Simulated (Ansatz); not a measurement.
AgCl (rock salt)

```
CELL_PARAMETERS angstrom
      0.00000     5.54504     5.54504
      2.77252     0.00000     2.77252
      2.77252     2.77252     0.00000
ATOMIC_POSITIONS crystal
  Cl 0.00000 0.00000 0.00000
  Cl 0.50000 0.00000 0.00000
  Ag 0.25000 0.50000 0.50000
  Ag 0.75000 0.50000 0.50000
```

In this cell atom 1 (Cl, nearest neighbour Ag at 2.773 Å; its periodic images, 3.9 Å or more away, move with it) is moved by u·(1.000, 0.000, 0.000) + v·(0.000, 0.000, 1.000); the rest is frozen.

Level of theory: r2SCAN (plane waves to 500 eV, PAW, scalar-relativistic; Ansatz, a first-principles code). k mesh 4×8×8 (Γ-centred), Fermi-Dirac smearing 0.05 eV. The energy includes the smearing's −TS. Stress and pressure are positive under compression. AgCl was relaxed with its symmetry unable to fall. The zero of ΔE is the undisplaced structure. Axes are in Å.

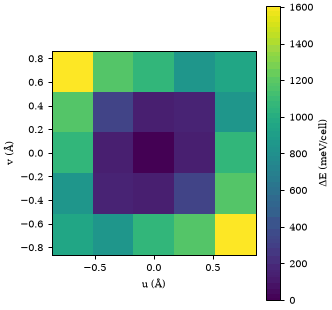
Figure: ΔE (meV/cell) over the 5×5 grid of computed points.

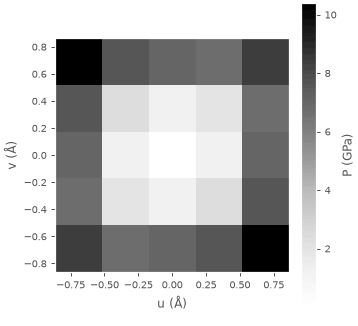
Figure. P (GPa) over the 5×5 grid of computed points.

Lowest place on the grid: u = 0.000 Å, v = 0.000 Å (0 meV/cell). Highest place on the grid, met at several equal points: u = 0.690 Å, v = -0.690 Å; u = -0.690 Å, v = 0.690 Å (1607 meV/cell).

(A displaced cell: forces are minus the slopes of the energy, force constants its curvatures, and phonons follow from these.)
